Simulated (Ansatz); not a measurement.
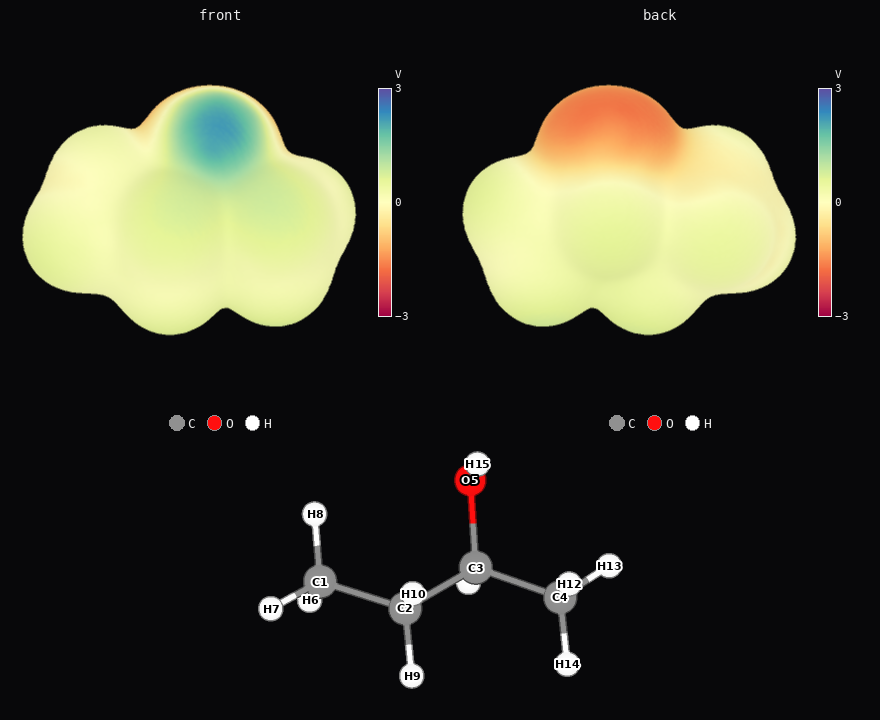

*C4H10O (SMILES CC[C@H](C)O). The electrostatic potential painted on the density surface at 0.002 e/bohr³, seen from the front and from behind; red is negative and blue positive. The bare structure is drawn below in the same view.*

Geometry: B3LYP-D3(BJ)/def2-SVP.

Level of theory: isolated molecule in a Gaussian basis; Kohn-Sham density functional theory, functional PBE0 in Ansatz.

```yaml
atoms:
  - { symbol: C, position_ang: [-0.1108, -1.9923, 0.6884] }
  - { symbol: C, position_ang: [0.9987, -1.0264, 1.0962] }
  - { symbol: C, position_ang: [1.2763, 0.0553, 0.0460] }
  - { symbol: C, position_ang: [2.4183, 0.9834, 0.4518] }
  - { symbol: O, position_ang: [0.1017, 0.7947, -0.2626] }
  - { symbol: H, position_ang: [0.1716, -2.5610, -0.2131] }
  - { symbol: H, position_ang: [-0.3331, -2.7164, 1.4875] }
  - { symbol: H, position_ang: [-1.0316, -1.4388, 0.4517] }
  - { symbol: H, position_ang: [1.9346, -1.5766, 1.2971] }
  - { symbol: H, position_ang: [0.7334, -0.5246, 2.0472] }
  - { symbol: H, position_ang: [1.5438, -0.4435, -0.9027] }
  - { symbol: H, position_ang: [2.1860, 1.4901, 1.4054] }
  - { symbol: H, position_ang: [2.5751, 1.7554, -0.3162] }
  - { symbol: H, position_ang: [3.3599, 0.4289, 0.5907] }
  - { symbol: H, position_ang: [-0.1646, 1.2657, 0.5397] }
```

> Which sites attract a positive test charge, and which a negative one?

A positive charge is drawn to the negative regions and a negative charge to the positive ones. The most negative region (about −1.7 V) lies over O5, the most positive (about +2.1 V) over H15. O5 is the likeliest acceptor of a hydrogen bond.
